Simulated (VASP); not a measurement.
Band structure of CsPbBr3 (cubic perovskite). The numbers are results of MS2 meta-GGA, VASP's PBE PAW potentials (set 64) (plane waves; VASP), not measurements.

Unless said otherwise, spin-orbit coupling is left out, though it shifts the bands of the heavy elements here.

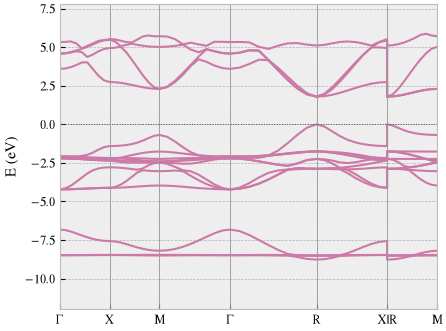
Figure: Bands along high-symmetry lines, zero at the valence-band maximum or, without a gap, the Fermi level

Read the plot: is there a gap, and where are the band edges?

The gap is direct, 1.79 eV, from the valence maximum at R to the conduction minimum at R.

The compound is CsPbBr3 in the cubic perovskite structure, the ideal cubic form; the compound distorts at low or room temperature. It was relaxed first.
